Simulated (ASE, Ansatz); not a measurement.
# Relaxing Ti2CO2 MXene, 1 layer, S on O sites (80 atoms), part 3 of 3

Aim: bring Ti2CO2 MXene, 1 layer, S on O sites (80 atoms) to a nearby minimum of the energy and see what moves.

Ansatz 0.2.0; Kohn-Sham DFT, r2SCAN, PAW (set soft_2), plane waves.

The cell: 16 C, 32 Ti, 30 O and 2 S. The main run has no spin polarisation. Only the Γ point is sampled, in a cell whose shortest periodic width is 11 Å.

So far. Step 3 (Relaxation): The relaxation changed the energy by -127 meV/atom, and atoms moved by 0.13 Å r.m.s., 0.66 Å at most.

## (5) Single point at the relaxed geometry

The electronic structure is read at the final geometry, in a run of its own.

input.yaml

```yaml
crystal:
  lattice:
    - [12.3624, 0.0, 0.0]
    - [-6.1812, 10.70615, 0.0]
    - [0.0, 0.0, 20.44]
  atoms:
    - { symbol: C, position: [0.00238, 0.99978, 0.49915] }
    - { symbol: Ti, position: [0.07713, 0.16347, 0.56332] }
    - { symbol: Ti, position: [0.15608, 0.07999, 0.43626] }
    - { symbol: O, position: [0.16937, 0.08312, 0.60405] }
    [... 70 atom lines left out ...]
    - { symbol: O, position: [0.83772, 0.66774, 0.39431] }
    - { symbol: C, position: [0.75403, 0.74977, 0.50048] }
    - { symbol: Ti, position: [0.82963, 0.91669, 0.56385] }
    - { symbol: Ti, position: [0.91098, 0.83155, 0.43671] }
    - { symbol: O, position: [0.91903, 0.8348, 0.60558] }
    - { symbol: O, position: [0.83363, 0.91613, 0.39465] }
kpoints:
  mp_grid: { grid: [1, 1, 1] }
hamiltonian:
  xc: r2scan
scf:
  occupations: { method: fermi_dirac, width: 0.025 }
output:
  forces: true
  populations: intrinsic
  dos:
    method: { smearing: { sigma: 0.08 } }
    de: 0.1
    projected:
      site_lists:
        C: [C]
        O: [O]
        S: [S]
        Ti: [Ti]
        layer_1: [0, 1, 2, 3, 4, 5, 6, 7, 8, 9, 10, 11, 12, 13, 14, 15, 16, 17, 18, 19, 20, 21, 22, 23, 24, 25, 26, 27, 28, 29, 30, 31, 32, 33, 34, 35, 36, 37, 38, 39, 40, 41, 42, 43, 44, 45, 46, 47, 48, 49, 50, 51, 52, 53, 54, 55, 56, 57, 58, 59, 60, 61, 62, 63, 64, 65, 66, 67, 68, 69, 70, 71, 72, 73, 74, 75, 76, 77, 78, 79]
  eigenvalues: true
  write_density: true
  write_potential: true
  volumetric_format: npy
```

Run with:

```
> ansatz run input.yaml --threads 4 --pin off --max-ram 8192MiB --backend cpu --events-out ev --progress --plain --runs-dir out
```

Numbers of over 12 decimals in the logs are rounded to 6 here.

Log:

```text
[...]
Crystal: 80 atoms, lattice volume = 2705.310 Å³
Basis set: ecut = 500 eV, 68787 PW (Γ), exchange–correlation on 384×384×600 points (64 copies of the dense FFT grid, shifted against one another)
Bands: 400, of which v1, the nominal top of the filled ones, is band 320 counted from 1 (319 counted from 0)
Symmetry: 1 space group operations
[...]
k-points: 1
[...]
SCF iter   1: F=—  HF=-103129.513743 eV  |F-HF|=—  |Δ(HF+E_count)|=         —  Δρ=1.61e-2  dr2=9.28e0  dr2_τ=5.47e0  ethr=1.77e-3  ⟨swp⟩=7.0  Hψ=1656  notcnv=0  defer=33
[...]
SCF iter  15: F=-103130.513851 eV  HF=-103130.513851 eV  |F-HF|=7.01e-9  |Δ(HF+E_count)|=   1.91e-8  Δρ=4.36e-7  dr2=3.97e-9  dr2_τ=3.62e-10  ethr=1.56e-11  ⟨swp⟩=10.0  Hψ=2512  notcnv=0
SCF 1 converged in 15 iterations: F = -103130.513851 eV  dr2 = 3.97e-9
[...]
WARN: The output density's exchange-correlation potential varies sharply where the density is thin. Do not read a vacuum level from v_tot or v_xc, or from such a field of the output density. On a cell that repeats whose density bears no net charge and no dipole along the vacuum's axis use v_es (v_loc + v_h of the components); [...]
SCF converged after 15 iterations
Free energy (F): -103130.513851 eV
[...]
Internal energy: -103130.513851 eV  (E = F + TS)
E sigma→0 (E₀):  -103130.513851 eV
Entropy (-TS):   -0.000000 eV (-0.000 meV/atom)
Fermi energy:    -0.069943 eV
[...]
--- Forces (eV/Å), atoms counted from 1 ---
  atom   1  C     -0.01009516     0.00088261    -0.01057934
  atom   2  Ti    -0.00333612     0.00560349     0.00825264
  atom   3  Ti    -0.00561512     0.00566606    -0.00990688
  atom   4  O      0.00811682    -0.00462032    -0.00088351
  atom   5  O      0.00458264     0.00157383     0.00642908
  atom   6  C     -0.00355333    -0.00594439    -0.00280472
  atom   7  Ti    -0.00328843     0.01124708     0.00149679
  atom   8  Ti    -0.00599674     0.01070000    -0.00429367
  atom   9  O      0.00254182    -0.00261581     0.00095813
  atom  10  O      0.00969096    -0.00775507    -0.00387129
  atom  11  C     -0.00618567     0.00050716     0.01388967
  atom  12  Ti     0.00619627    -0.01294768     0.00636409
  atom  13  Ti     0.00511646     0.00760237    -0.00656771
  atom  14  S      0.00752084    -0.00141236    -0.02630348
[...]
atom  79  O      0.00189185     0.00365211    -0.00054936
  atom  80  O      0.00964357     0.00255196     0.00198284
  max |Σ_I F_I| component: 2.15e-4 eV/Å
--- Band table (eV) ---
[...]
--- intrinsic populations: 80 sites ---
  site symbol       q [e]
     0      C      5.0115
     1     Ti     10.7968
     2     Ti     10.8990
[...]
79      O      6.6967
  spilling = 0.000000 (of n_electrons = 640.000000)
```

Elapsed: 2.5 min, on 4 threads of Arm Neoverse V2, shared host; peak memory 7.5 GiB; 9.7 min of CPU time.

The program notes that the exchange-correlation potential is rough where the density is thin.

Read from the output:

```
free energy                                      : -103130.5139 eV
free energy per atom                             : -1289.1314 eV/atom
SCF cycles                                       : 15
r.m.s. force component                           : 0.00788 eV/Å
longest force                                    : 0.03834 eV/Å
Fermi energy                                     : -0.06994 eV
gap (highest filled to lowest empty level) : 0.9347 eV
potential in mid-vacuum, over the Fermi level    : 5.749 eV
potential 4.5 Å over the upper face              : 5.748 eV
potential 4.5 Å under the lower face             : 5.749 eV
```

Intrinsic-atomic-orbital charges by element:

```csv
element,coordination,atoms,mean charge (e),spread,least,most
C,all,16,-1.01,0.0063,-1.03,-1.00
O,all,30,-0.691,0.0071,-0.702,-0.679
S,all,2,-0.450,0.0024,-0.452,-0.448
Ti,all,32,1.18,0.0475,1.06,1.22
```

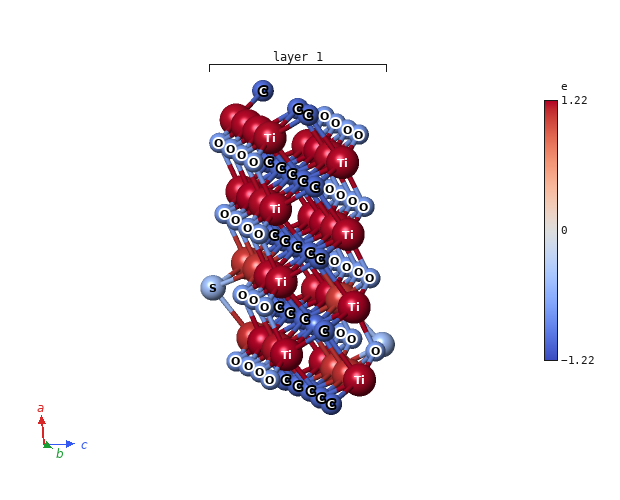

Atoms coloured by intrinsic-atomic-orbital charge. Some periodic images of atoms are drawn too.

By region:

| region | atoms | mean length of the force (eV/Å) | net charge (e) |
| --- | --- | --- | --- |
| layer 1 | 80 | 0.012 | 0 |

Density of states as counts of states in windows of 1 eV (from the Fermi level), total and the larger projections:

```csv
from (eV),to (eV),total,layer 1,Ti d,O p,C p
-10,-7,0.0,0.0,0.0,0.0,0.0
-7,-6,12.5,12.4,3.0,6.2,1.8
-6,-5,93.2,92.7,21.9,59.2,6.9
-5,-4,74.4,73.8,13.1,53.2,4.7
-4,-3,19.0,18.8,5.6,4.9,4.8
-3,-2,47.3,46.9,14.0,11.1,17.4
-2,-1,37.5,37.1,9.6,7.8,16.2
-1,0,4.2,4.2,1.3,0.8,1.8
0,1,20.9,20.6,16.1,3.3,0.6
1,2,70.9,70.3,63.1,4.1,2.1
```

The curve was stored every 0.100 eV, coarse against its broadening of 0.08 eV, so these counts are rough.

Between -26 and -10 eV lie 96 more states.

About 256 of the 640 electrons lie in deeper levels, below the stored range.

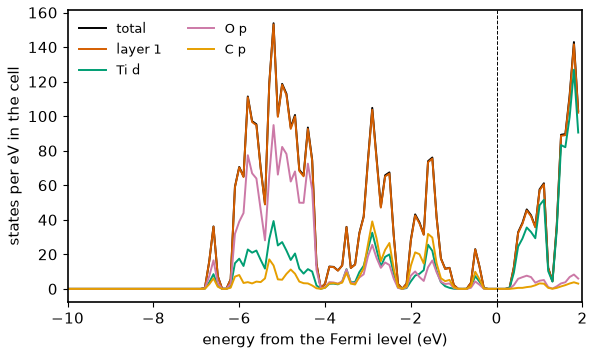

Total and projected density of states, with the broadening of the input.

The levels nearest the highest filled one (over half full), pooled over k-points and spins:

```
level less the highest filled one (eV)  occupation
                                -0.954           2
                                -0.931           2
                                -0.806           2
                                -0.646           2
                                -0.004           2
                                     0           2
                                 0.935           0
                                 0.964           0
                                  1.05           0
                                  1.07           0
                                  1.15           0
                                  1.18           0
```

Planar average of the electrostatic potential energy along the normal, with the Fermi level as zero, after a running mean with a triangular window 4 Å wide at its base:

| height (Å) | potential energy (eV) |
| --- | --- |
| 0.0 | 5.75 |
| 0.8 | 5.75 |
| 1.6 | 5.75 |
| 2.5 | 5.75 |
| 3.3 | 5.75 |
| 4.1 | 5.75 |
| 4.9 | 5.72 |
| 5.7 | 5.45 |
| 6.5 | 3.67 |
| 7.4 | -0.70 |
| 8.2 | -6.03 |
| 9.0 | -8.79 |
| 9.8 | -8.76 |
| 10.5 | -8.72 |
| 11.3 | -8.91 |
| 12.1 | -6.75 |
| 12.9 | -1.64 |
| 13.8 | 3.11 |
| 14.6 | 5.31 |
| 15.4 | 5.70 |
| 16.2 | 5.75 |
| 17.0 | 5.75 |
| 17.9 | 5.75 |
| 18.7 | 5.75 |
| 19.5 | 5.75 |
| 20.3 | 5.75 |

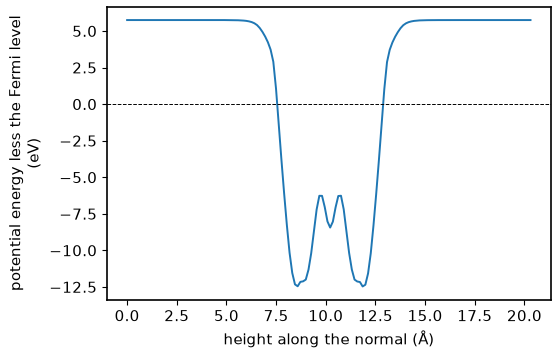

Planar average of the electrostatic potential energy; the dashed line is the Fermi level.

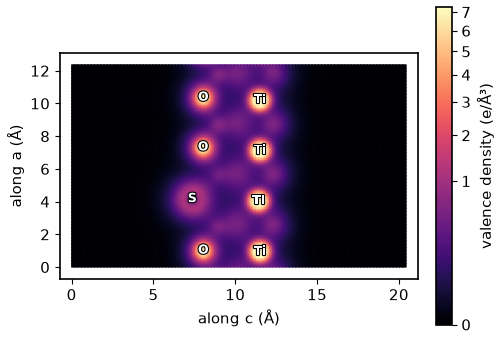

Valence density in the ca plane at fractional y = 0.163, with atoms of Ti and O and S within 0.2 Å of it. It is the smooth field of the valence electrons, not physical close to the nuclei. The colour scale is stretched toward low values.

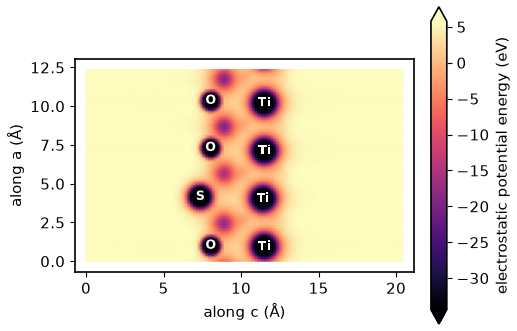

Electrostatic potential energy in the ca plane at fractional y = 0.163, with atoms of Ti and O and S within 0.2 Å of it. With pseudopotentials it is smooth inside the atoms' cores, unlike the true potential.

Mean intrinsic-atomic-orbital charges: C -1.01, O -0.69, S -0.45, Ti +1.18 e. The largest share in the top eV of filled states is C p (39 % of the projected weight), and in the lowest eV of empty states Ti d (82 % of the projected weight). The potential stands 6.22 eV above the highest filled level over the upper face and 6.22 eV under the lower one, a reading of the ionisation potential at this level on the run's k-points.

Local excerpt of 13 atoms (numbers count through the whole input) about S14, one of the 2 S atoms; x, y, z are measured from there.

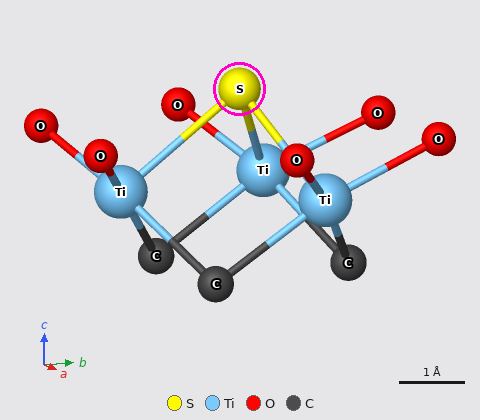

The atoms of the table, within 3.3 Å (arrows a, b, c point along x, y, z); some may hide others; the central atom is ringed.

| atom | x | y | z | distance (Å) | bonds | intrinsic-atomic-orbital charge (e) |
| --- | --- | --- | --- | --- | --- | --- |
| S14 | 0.00 | 0.00 | 0.00 | 0.00 | 3 | -0.45 |
| Ti32 | 1.50 | 0.92 | -1.57 | 2.36 | 6 | 1.06 |
| Ti7 | -0.10 | -1.89 | -1.54 | 2.44 | 6 | 1.10 |
| Ti12 | -1.71 | 0.92 | -1.55 | 2.49 | 6 | 1.10 |
| O34 | 3.15 | -0.04 | -0.68 | 3.22 | 3 | -0.68 |
| O39 | 1.53 | 2.75 | -0.69 | 3.22 | 3 | -0.68 |
| O69 | -1.59 | -2.72 | -0.68 | 3.22 | 3 | -0.69 |
| O74 | -3.15 | -0.01 | -0.68 | 3.23 | 3 | -0.69 |
| O9 | 1.57 | -2.74 | -0.71 | 3.24 | 3 | -0.68 |
| O19 | -1.60 | 2.74 | -0.71 | 3.25 | 3 | -0.68 |
| C11 | -1.53 | -0.88 | -2.79 | 3.30 | 6 | -1.01 |
| C36 | 0.01 | 1.76 | -2.79 | 3.30 | 6 | -1.02 |
| C31 | 1.54 | -0.86 | -2.80 | 3.31 | 6 | -1.02 |

The column of bonds counts only the pairs Ti-O within 2.64 Å, Ti-C within 2.64 Å, Ti-S within 3.10 Å; other neighbours, such as metal atoms beside each other in a compound, aren't counted, and periodic images can show an atom twice.

## (6) Outcome

```json
{
  "energy change in the relaxation": "-126.7 meV/atom",
  "r.m.s. displacement": "0.134 Å",
  "largest displacement": "0.657 Å",
  "free energy per atom": "-1289.1314 eV/atom",
  "r.m.s. force component": "0.00788 eV/Å",
  "gap (highest filled to lowest empty level)": "0.9347 eV",
  "potential in mid-vacuum, over the Fermi level": "5.749 eV",
  "wall time of the 3 DFT runs": "17 min"
}
```

What this shows: Relaxation lowers the energy by 127 meV/atom and moves atoms by 0.13 Å r.m.s.; the r.m.s. force component goes from 1.7 to 0.0079 eV/Å, and the gap from 0.414 to 0.935 eV. By the final cutoffs no bond was broken or made. From the first step to the last the energy fell by 10.138 eV, and the largest move was 0.66 Å (S25). The Ti-S bonds change most in mean length: from 1.989 Å (spread 0.022) to 2.429 Å (spread 0.046). Counting bonds as in the table, all C atoms have 6, all O atoms have 3, all S atoms have 3 and all Ti atoms have 6 bonded neighbours. Filled and empty levels are parted by 0.935 eV at Γ alone; the mesh holds the band edges only if they fold onto it, so the gap at this level can be narrower or closed, while semilocal functionals tend to narrow gaps against experiment. The potential stands 6.22 eV above the highest filled level over the upper face and 6.22 eV under the lower one, a reading of the ionisation potential at this level on the run's k-points.

[Logs are printed without paths, hosts, clocks, repeated set-up lines and the standing remarks that a program may print on its own settings, such as how far it seeks lower states.]

[Hosts, paths, dates, database ids (printed as entryN), source tags and the programs' standing remarks are cut or masked in the printed files.]
